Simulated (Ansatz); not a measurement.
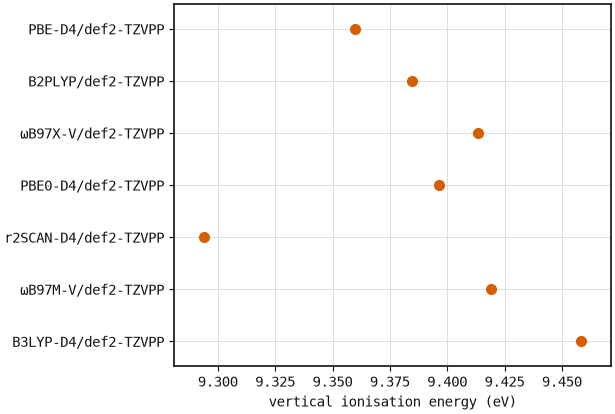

Vertical ionisation energy of C₃H₄O, SMILES C=C1CO1, taken as the energy of the cation less that of the neutral at fixed geometry (unrestricted doublet cation, cores frozen in correlated methods, no spin-orbit coupling), the Ansatz code, at a PBE0-D4/def2-TZVP geometry (a minimum by its frequencies).

What range do the values span?

From 9.29 eV (r2SCAN-D4/def2-TZVPP) to 9.46 eV (B3LYP-D4/def2-TZVPP).

Give the values.

```
               level    eV
   PBE-D4/def2-TZVPP  9.36
   B2PLYP/def2-TZVPP  9.38
  ωB97X-V/def2-TZVPP  9.41
  PBE0-D4/def2-TZVPP  9.40
r2SCAN-D4/def2-TZVPP  9.29
  ωB97M-V/def2-TZVPP  9.42
 B3LYP-D4/def2-TZVPP  9.46
```
